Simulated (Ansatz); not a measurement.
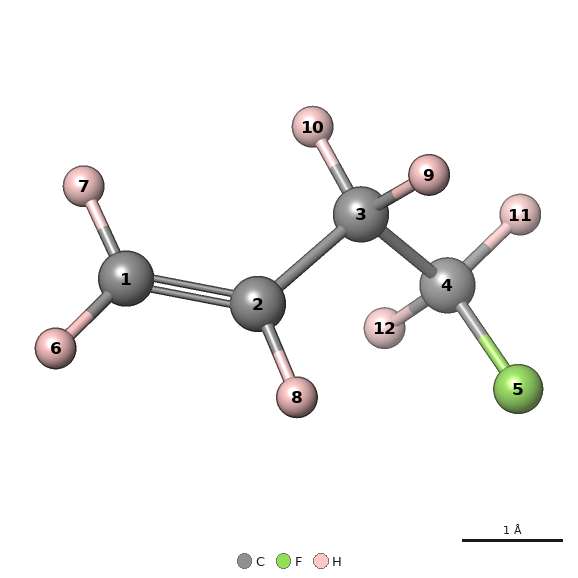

Orthographic view. Atoms fade into the background with distance from the viewer. The computed structure is the end point of a PBE-D4/def2-SVP optimisation. No frequency run is at hand to confirm it as a minimum.

Write a MOL file (V2000) with the atoms in numerical order, bonds sorted by atom number with the orders drawn, and coordinates in the frame of the picture: x right, y up, z towards the viewer, origin at the mean position.

```
C4H7F
                    3D

 12 11  0  0  0  0  0  0  0  0999 V2000
   -1.9000   -0.0800    0.7400 C   0  0  0  0  0  0  0  0  0  0  0  0
   -0.5800   -0.3300    0.6900 C   0  0  0  0  0  0  0  0  0  0  0  0
    0.4500    0.5600    0.0600 C   0  0  0  0  0  0  0  0  0  0  0  0
    1.3100   -0.1500   -0.9700 C   0  0  0  0  0  0  0  0  0  0  0  0
    2.0200   -1.1800   -0.3800 F   0  0  0  0  0  0  0  0  0  0  0  0
   -2.6100   -0.7800    1.2100 H   0  0  0  0  0  0  0  0  0  0  0  0
   -2.3300    0.8400    0.3000 H   0  0  0  0  0  0  0  0  0  0  0  0
   -0.1900   -1.2700    1.1300 H   0  0  0  0  0  0  0  0  0  0  0  0
    1.1300    0.9600    0.8500 H   0  0  0  0  0  0  0  0  0  0  0  0
   -0.0400    1.4400   -0.4200 H   0  0  0  0  0  0  0  0  0  0  0  0
    2.0400    0.5600   -1.4300 H   0  0  0  0  0  0  0  0  0  0  0  0
    0.6800   -0.5800   -1.7900 H   0  0  0  0  0  0  0  0  0  0  0  0
  1  2  2  0
  1  6  1  0
  1  7  1  0
  2  3  1  0
  2  8  1  0
  3  4  1  0
  3  9  1  0
  3 10  1  0
  4  5  1  0
  4 11  1  0
  4 12  1  0
M  END
```
